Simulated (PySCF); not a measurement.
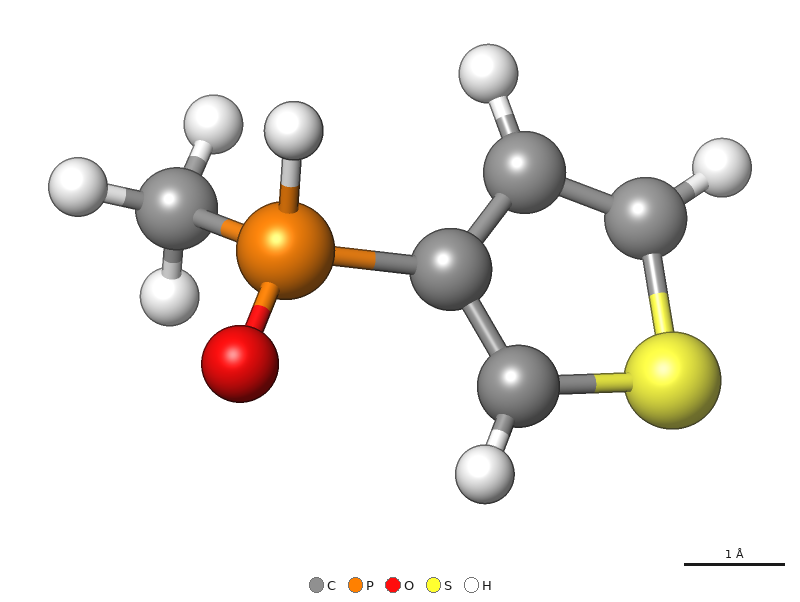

Ball-and-stick drawing of a structure.

The computed structure is the end point of a GFN2-xTB optimisation. No frequency run is at hand to confirm it as a minimum.

What does the picture show?

The molecule is C₅H₇OPS. Its SMILES string is `C[P@@H](=O)c1ccsc1`. Independent rings (smallest set): 1 of 5 members, 1 of them aromatic. The point group is C1. Coordination: 1 C tetrahedral; 1 P tetrahedral; 4 C trigonal planar; 1 S bent.

More results for the same structure follow; atom numbers are the same in all pictures, views and colours differ.

**Excitation**

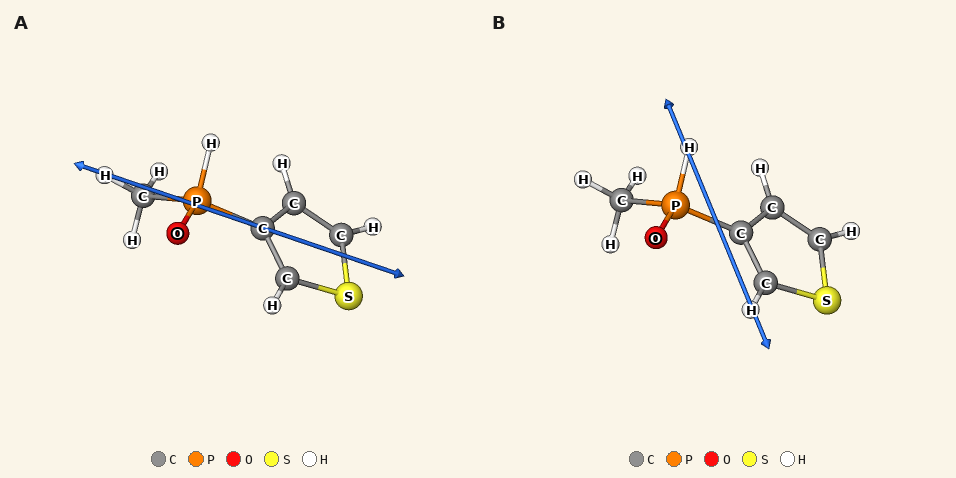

The double arrows show the directions of two transition dipoles from the ground state (lengths mean nothing). No frequency run is at hand to confirm it as a minimum. Properties computed with TDDFT PBE0/def2-SVPD, vertical, gas phase, core orbitals frozen in the response (PySCF 2.14.0).

**One belongs to singlet state 1 and one to singlet state 2. Which is which?**

A: state 1, 5.78 eV (214 nm), oscillator strength 0.061, mainly HOMO−1 → LUMO (weight 0.57).
B: state 2, 5.85 eV (212 nm), oscillator strength 0.065, mainly HOMO → LUMO (weight 0.55).

**Polarisability**

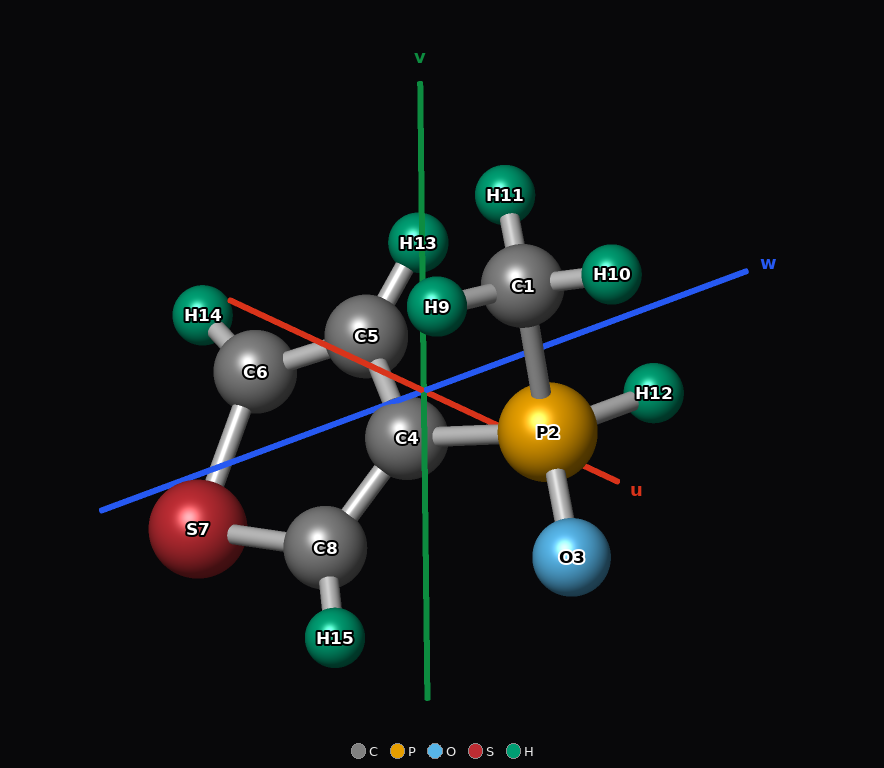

The lines u, v and w are the principal axes of the static dipole polarisability. No frequency run is at hand to confirm it as a minimum. Method: PBE0/def2-SVPD (PySCF 2.14.0).

**Along which axis is the molecule most polarisable, and along which least?**

Most along w (nearly parallel to the C5–C6 bond), least along u.

**Give the three principal values.**

u 73.1, v 98.2, w 128.3 bohr³; mean 99.8, anisotropy 47.9 bohr³.

**NMR shielding**

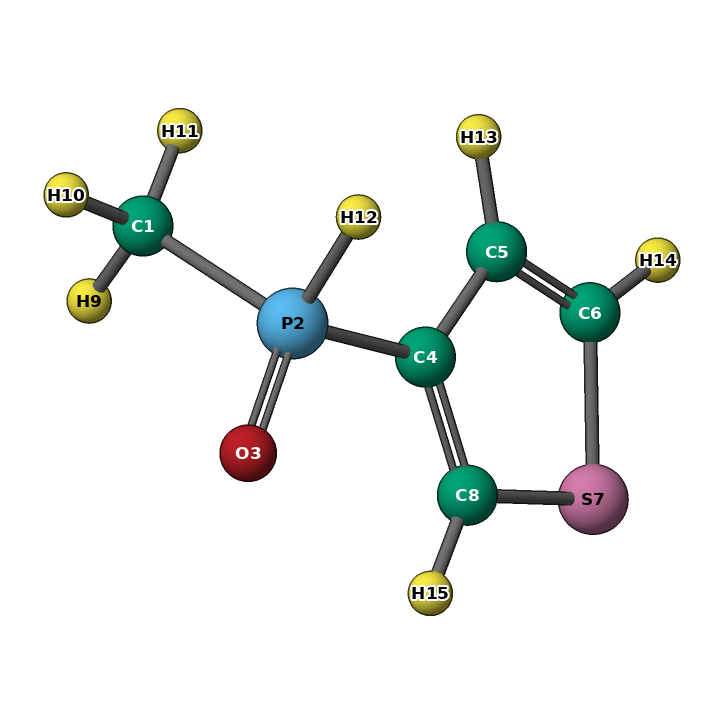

The questions are on isotropic NMR shieldings of the C atoms. No frequency run is at hand to confirm it as a minimum. Method: GIAO PBE0/pcSseg-1 NMR shielding, non-relativistic, gas phase (PySCF 2.14.0).

**Which C atom is the most shielded (lowest chemical shift)?**

C1 (165.3 ppm).

**Which C atom is the least shielded (highest chemical shift)?**

C8 (42.0 ppm).

**How wide is the range of C shifts?**

123.3 ppm.

Give the isotropic NMR shieldings of the C atoms atom by atom.

```
atom  σ (ppm)
  C1    165.3
  C4     46.4
  C5     58.6
  C6     50.5
  C8     42.0
```

The geometry is semi-empirical. Around P such bond lengths and angles can be off by a tenth of an ångström or more and by several degrees, and values that hang on the shape move with them.
